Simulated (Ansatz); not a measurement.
# Run report: GaSiH$_{7}$S, nudged elastic band (part 1 of 2)

- system: GaSiH$_{7}$S
- method: RKS BHLYP-D4/def2-SVP (Ansatz 0.2.0)

The run did not end well. One setting was made poor on purpose. It belongs to a series of runs on one base structure; here: band between the two ends.

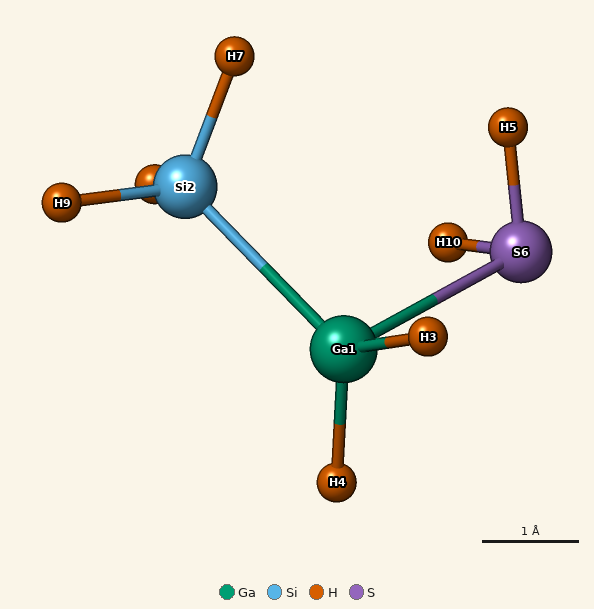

*The starting structure (ball-and-stick view, seen at a tilt; atoms are numbered from 1 in the order of the input). Sticks mark near contacts.*

Bond lengths as drawn: Ga–H 1.57 Å, Ga–S 2.68 Å, Ga–Si 2.42 Å, H–S 1.34 Å and H–Si 1.49 Å.

### Outcome

```csv
quantity,value
outcome,not converged
"barrier, forward (band not converged)",1.301 eV
"barrier, backward",1.784 eV
hardware,"2 threads of AMD EPYC (Zen 4), 16 GiB of memory available, shared host"
wall time,40 s (CPU time 75 s)
peak memory,0.26 GiB
```

### What went wrong

The run did not converge: “NEB band did not converge after 3 iterations: max|band force component| = 7.62e-1 eV/Å (threshold 3.0e-2); raise `neb.max_iterations` in a new run, which can start from the last band evaluated (`neb.initial_path`, with `crystal.atoms` and `neb.final_atoms` set to its first and last images), add images, or start from endpoints closer to local minima …” Its last values are not results. A deliberately poor setting: few iterations.

### The input
```yaml
crystal:
  periodic: [false, false, false]
  atoms:
    - { symbol: Ga, position_ang: [-0.080184, -1.367192, -0.010624] }
    - { symbol: Si, position_ang: [1.438029, 0.480628, -0.378025] }
    - { symbol: H, position_ang: [-0.752378, -2.074045, -1.241664] }
    - { symbol: H, position_ang: [-0.086462, -2.098421, 1.380017] }
    - { symbol: H, position_ang: [-2.032882, 1.10662, -0.418084] }
    - { symbol: S, position_ang: [-2.183516, 0.195468, 0.555585] }
    - { symbol: H, position_ang: [0.947772, 1.363239, -1.475281] }
    - { symbol: H, position_ang: [1.527631, 1.346951, 0.832217] }
    - { symbol: H, position_ang: [2.82487, 0.077065, -0.729217] }
    - { symbol: H, position_ang: [-1.602879, 0.969688, 1.485078] }
basis:
  gaussian: { orbitals: def2-SVP }
hamiltonian:
  xc: { name: BHLYP }
  dispersion: d4
neb:
  order_check: false
  images: 7
  f_tol: 0.03
  max_iterations: 3
  final_atoms:
    - { symbol: Ga, position_ang: [-1.01166664, -1.27425422, 0.29109301] }
    - { symbol: Si, position_ang: [1.50017625, 0.97216943, -0.68031581] }
    - { symbol: H, position_ang: [-0.93994906, -1.95525872, -1.10527647] }
    - { symbol: H, position_ang: [0.10022163, -1.31691234, 1.38252579] }
    - { symbol: H, position_ang: [0.04569066, 0.65282136, -0.6384886] }
    - { symbol: S, position_ang: [-2.94877963, -0.33712182, 0.79638227] }
    - { symbol: H, position_ang: [1.72181541, 1.95284299, -1.76415282] }
    - { symbol: H, position_ang: [1.89001691, 1.54106071, 0.62697581] }
    - { symbol: H, position_ang: [2.24699329, -0.27514326, -0.9458833] }
    - { symbol: H, position_ang: [-2.60451782, 0.03979686, 2.0371421] }
  initial_path:
    images:
      - { positions_ang: [[-0.080184, -1.367192, -0.010624], [1.438029, 0.480628, -0.378025], [-0.752378, -2.074045, -1.241664], [-0.086462, -2.098421, 1.380017], [-2.032882, 1.10662, -0.418084], [-2.183516, 0.195468, 0.555585], [0.947772, 1.363239, -1.475281], [1.527631, 1.346951, 0.832217], [2.82487, 0.077065, -0.729217], [-1.602879, 0.969688, 1.485078]] }
      - { positions_ang: [[-0.16274667, -1.35828866, 0.02671475], [1.37315466, 0.55983516, -0.40040414], [-0.6915717, -2.15233666, -1.18379342], [-0.09275108, -2.01694605, 1.43847556], [-1.69126117, 0.9764427, -0.36700834], [-2.2427441, 0.24534292, 0.45321242], [0.99443902, 1.55070378, -1.38493757], [1.61577235, 1.25116292, 0.82904961], [2.62767593, 0.04600315, -0.87818874], [-1.72996624, 0.89808174, 1.46688185]] }
      - { positions_ang: [[-0.24530934, -1.34938533, 0.0640535], [1.30828031, 0.63904232, -0.42278328], [-0.6307654, -2.23062832, -1.12592284], [-0.09904016, -1.93547111, 1.49693412], [-1.34964035, 0.8462654, -0.31593268], [-2.30197219, 0.29521785, 0.35083984], [1.04110604, 1.73816856, -1.29459414], [1.7039137, 1.15537484, 0.82588223], [2.43048186, 0.0149413, -1.02716047], [-1.85705348, 0.82647548, 1.44868571]] }
      - { positions_ang: [[-0.32787201, -1.34048199, 0.10139225], [1.24340597, 0.71824948, -0.44516242], [-0.56995911, -2.30891998, -1.06805225], [-0.10532924, -1.85399616, 1.55539268], [-1.00801952, 0.7160881, -0.26485702], [-2.36120029, 0.34509277, 0.24846727], [1.08777307, 1.92563335, -1.20425071], [1.79205505, 1.05958676, 0.82271484], [2.23328779, -0.01612055, -1.17613221], [-1.98414072, 0.75486923, 1.43048956]] }
      - { positions_ang: [[-0.41043468, -1.33157866, 0.138731], [1.17853163, 0.79745663, -0.46754155], [-0.50915281, -2.38721164, -1.01018167], [-0.11161832, -1.77252121, 1.61385124], [-0.6663987, 0.5859108, -0.21378136], [-2.42042839, 0.39496769, 0.14609469], [1.13444009, 2.11309813, -1.11390728], [1.88019641, 0.96379868, 0.81954746], [2.03609372, -0.04718239, -1.32510395], [-2.11122796, 0.68326297, 1.41229342]] }
      - { positions_ang: [[-0.56074267, -1.31724755, 0.17682151], [1.25894278, 0.84113483, -0.52073512], [-0.61685187, -2.27922341, -1.03395537], [-0.05865833, -1.658619, 1.55601988], [-0.48837636, 0.60263844, -0.31995817], [-2.5525162, 0.21194531, 0.30866658], [1.28128392, 2.07303434, -1.27646866], [1.88265153, 1.10811419, 0.77140455], [2.08881861, -0.10417261, -1.23029878], [-2.23455042, 0.52239644, 1.56850559]] }
      - { positions_ang: [[-0.71105066, -1.30291644, 0.21491201], [1.33935394, 0.88481303, -0.57392868], [-0.72455093, -2.17123518, -1.05772907], [-0.00569834, -1.54471678, 1.49818852], [-0.31035402, 0.61936608, -0.42613498], [-2.68460401, 0.02892294, 0.47123848], [1.42812775, 2.03297056, -1.43903005], [1.88510666, 1.2524297, 0.72326164], [2.14154351, -0.16116283, -1.13549362], [-2.35787289, 0.36152991, 1.72471776]] }
      - { positions_ang: [[-0.86135865, -1.28858533, 0.25300251], [1.41976509, 0.92849123, -0.62712224], [-0.83225, -2.06324695, -1.08150277], [0.04726165, -1.43081456, 1.44035715], [-0.13233168, 0.63609372, -0.53231179], [-2.81669182, -0.15409944, 0.63381037], [1.57497158, 1.99290678, -1.60159143], [1.88756178, 1.39674521, 0.67511872], [2.1942684, -0.21815304, -1.04068846], [-2.48119535, 0.20066339, 1.88092993]] }
      - { positions_ang: [[-1.01166664, -1.27425422, 0.29109301], [1.50017625, 0.97216943, -0.68031581], [-0.93994906, -1.95525872, -1.10527647], [0.10022163, -1.31691234, 1.38252579], [0.04569066, 0.65282136, -0.6384886], [-2.94877963, -0.33712182, 0.79638227], [1.72181541, 1.95284299, -1.76415282], [1.89001691, 1.54106071, 0.62697581], [2.24699329, -0.27514326, -0.9458833], [-2.60451782, 0.03979686, 2.0371421]] }
```

Run as:
```bash
ansatz run input.yaml --threads 2 --pin off --max-ram 3072MiB --backend cpu --events-out ev --progress --plain --runs-dir out
```

### Log
```
Engine: ansatz 0.2.0, x86_64-unknown-linux-gnu
Functional definition: BHLYP
  parameter a = 0.5
  exchange = (1 - a)*b88_x + a*exact_x
  correlation = lyp_c
1067 factors; integrals over basis functions are off by at most 3.0e-4 eV
mean field evaluation 1: about -71190.5514 eV, gradient 1.5e1 eV
mean field evaluation 2: about -71191.0587 eV, gradient 1.1e1 eV
mean field evaluation 4: about -71191.1990 eV, gradient 3.9e-1 eV
mean field evaluation 8: about -71191.1970 eV, gradient 1.3e-2 eV
mean field -71191.19696850 eV, -2616.2282334661 hartree, gradient 3.7e-5 eV, S^2 0.000000; 0 other end points of the search recorded, 0 dependent functions left out
the calculation of the forces begins
reference -71191.19716470 eV, -2616.2282406762 hartree; 34, 34 occupied and 69, 69 virtual orbitals, 1067 factors
1066 factors; integrals over basis functions are off by at most 8.9e-4 eV
mean field evaluation 16: about -71191.3056 eV, gradient 1.6e1 eV
mean field -71191.72848672 eV, -2616.2477664004 hartree, gradient 5.1e-5 eV, S^2 0.000000; 0 other end points of the search recorded, 0 dependent functions left out
[... from here on the field's lines of each further geometry are left out, up to the last ...]
NEB iter   1: max|band force component| = 2.802e0 eV/Å  barrier→ = 1.5625 eV  barrier← = 2.0455 eV  Δτ_max = 0.2000 Å  (207 SCF iters)
NEB iter   2: max|band force component| = 1.306e0 eV/Å  barrier→ = 1.3206 eV  barrier← = 1.8035 eV  Δτ_max = 0.2000 Å  (190 SCF iters)
the calculation of the forces begins
reference -71191.56383186 eV, -2616.2417154456 hartree; 34, 34 occupied and 69, 69 virtual orbitals, 1067 factors
these checks for a lower state are left out or cut short: starts, cluster_reference, orbital_swaps, neighbouring_geometries, increment
1067 factors; integrals over basis functions are off by at most 8.6e-4 eV
mean field -71191.69051081 eV, -2616.2463708111 hartree, gradient 4.2e-5 eV, S^2 0.000000; 0 other end points of the search recorded, 0 dependent functions left out
the calculation of the forces begins
reference -71191.69070328 eV, -2616.2463778844 hartree; 34, 34 occupied and 69, 69 virtual orbitals, 1067 factors
NEB iter   3: max|band force component| = 7.622e-1 eV/Å  barrier→ = 1.3011 eV  barrier← = 1.7840 eV  Δτ_max = 0.1701 Å  (185 SCF iters)
```

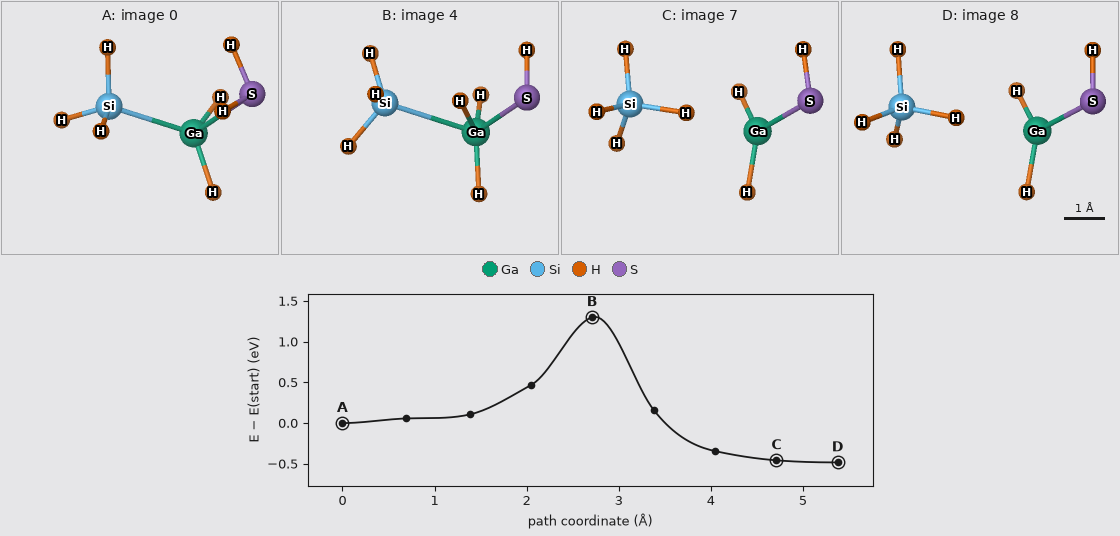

*Images of the last band (counted from 0; ball-and-stick, seen at a tilt) above the energy along the path; the line is a cubic interpolation that uses the forces.*

The highest image is number 4, 1.301 eV above the start and 1.784 eV above the end; the end lies 0.483 eV below the start. The path is 5.38 Å long. The band had not converged after 3 iterations.
